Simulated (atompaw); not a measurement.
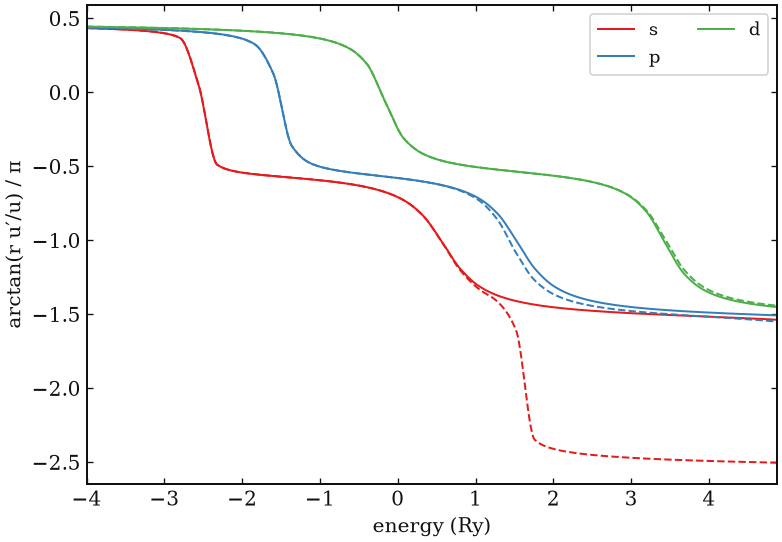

Unwrapped phase arctan(r u′/u) in units of π against energy, all-electron (solid) and pseudo (dashed); the pseudo phase is matched to the all-electron one at the reference energy. Here u = r R(r). A near-vertical step is a level narrower than the spacing of the points behind the curves.

* Element: barium
* Generator: atompaw 4.2.0.5
* Type: PAW
* Functional: PBE
* Relativity: scalar-relativistic
* Frozen core: [Kr] 4d10
* Valence charge: 10
* Reference configuration: 5s2 5p6 5d0.5 6s1.5 6p0
* Partial waves: 5s (bound): rc 2.80 bohr; 6s (bound): rc 2.55 bohr; 5p (bound): rc 2.90 bohr; 6p (bound, empty): rc 3.00 bohr; 5d (bound): rc 3.00 bohr; 5d channel at 2.35 Ry: rc 3.00 bohr
* Local potential: bessel scheme, radius 2.30 bohr
* Core correction: smooth core density matched at 1.75 bohr
* Augmentation charge: besselshape compensation charge, radius 2.50 bohr; PAW radius 3.00 bohr; waves and projectors: custom polynom2 7 10 vanderbiltortho

> Over which energies does the pseudo-atom scatter like the all-electron atom (phases within 0.05 rad)?

s: up to about 1.0 Ry; p: up to about 1.1 Ry; d: up to about 3.3 Ry.

> Does the potential have spurious states?

Going away from the reference energies, the phases part by more than π/2 in: s at about 1.6 Ry (above its reference energy, pseudo phase lower). Such a step is either a state that only one of the two atoms has or an ordinary level shifted in energy. The separate test gives: no ghost state below the valence levels in the s, p, d, f channels.
